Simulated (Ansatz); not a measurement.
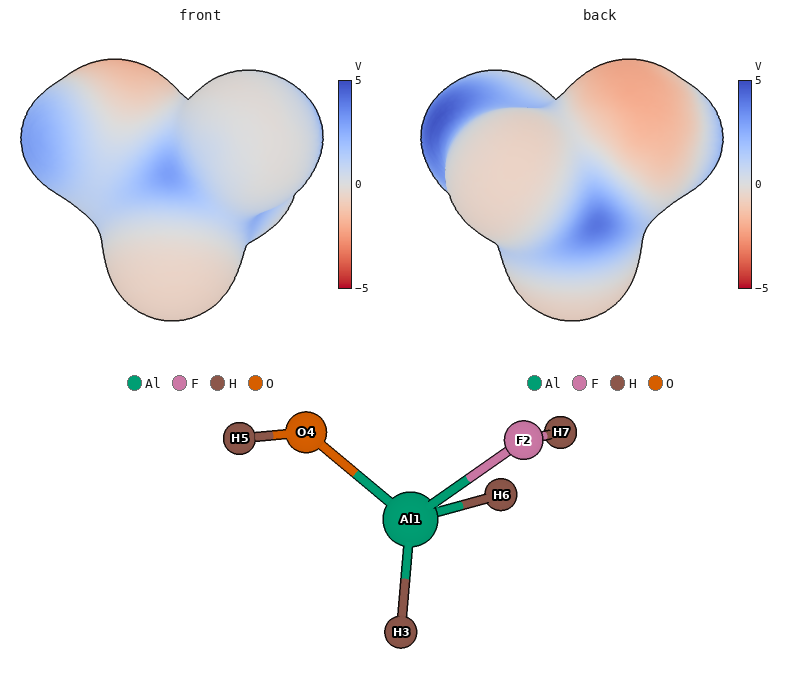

Figure 1: AlFH4O. The molecular electrostatic potential painted on the density surface at 0.004 e/bohr³, seen from the front and from behind; red is negative and blue positive. The bare structure is drawn below in the same view.

These are results of RKS B3LYP/def2-SVP (Ansatz), not measurements.

Input

```
crystal:
  periodic: [false, false, false]
  atoms:
    - { symbol: Al, position_ang: [-0.081063, 0.43227, -0.409044] }
    - { symbol: F, position_ang: [-0.012777, 0.276972, 2.465549] }
    - { symbol: H, position_ang: [1.217684, -0.260639, -0.980802] }
    - { symbol: O, position_ang: [-1.655224, -0.153994, -0.685021] }
    - { symbol: H, position_ang: [-1.891476, -0.995799, -1.083805] }
    - { symbol: H, position_ang: [-0.059806, 1.78776, 0.383672] }
    - { symbol: H, position_ang: [-0.165839, 1.126331, 2.119151] }
basis:
  gaussian: { orbitals: def2-SVP }
hamiltonian:
  xc: b3lyp
relax:
  f_tol: 0.03
  max_steps: 50
output:
  orbitals: {}
```

Launched as:

```sh
ansatz run input.yaml --threads 1 --pin off --max-ram 2048MiB --backend cpu --events-out ev --progress --plain --runs-dir out
```

The fields are those of the run's last geometry, not of the input's.

Describe the electrostatic potential map.

Answer. The most negative region (about −2.0 V) lies over O4, the most positive (about +4.5 V) over H7. O4 is the likeliest acceptor of a hydrogen bond.
